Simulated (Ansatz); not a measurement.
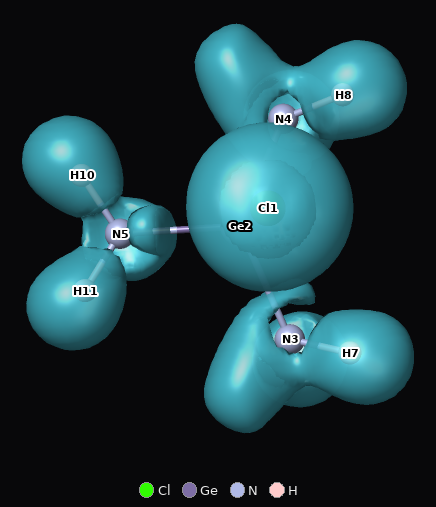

Figure. ClGeH$_{6}$N$_{3}$ (SMILES [NH2][Ge]([NH2])([NH2])[Cl]). Isosurface of the electron localisation function at 0.8 (cyan), seen across its widest extent. Only the valence region is drawn (cores and ρ < 0.01 e/Å³ removed).

Geometry: PBE0-D4/def2-SVP.

Computed with isolated molecule in a Gaussian basis; Kohn-Sham density functional theory, functional PBE0 in Ansatz 0.2.0.

```xyz
11

Cl    1.1611    1.5147    0.1771
Ge   -0.7550    1.2531   -0.8223
N    -0.6445   -0.4444   -1.4698
N    -0.8610    2.7233   -1.8895
N    -2.2342    1.2894    0.2055
H    -1.3546   -0.7015   -2.1496
H     0.2746   -0.7062   -1.8135
H     0.0173    3.0011   -2.3172
H    -1.5974    2.7051   -2.5894
H    -2.4374    2.1780    0.6521
H    -2.3284    0.5249    0.8665
```

> Identify the bonds, lone pairs and shells in this picture.

The surface consists of one region wrapped around Cl (its valence shell) and three joined regions spread over several atoms (H, N), in which their bonds and any lone pairs are merged. Profiles from the grid: Ge–N (1.80 Å): the ELF peaks at about 0.90 in the valence shell of N, 0.6 Å from its nucleus, and is about 0.50 at the midpoint. Ge–Cl (2.18 Å): the ELF peaks at about 0.85 in the valence shell of Cl, 0.8 Å from its nucleus, and is about 0.65 at the midpoint.
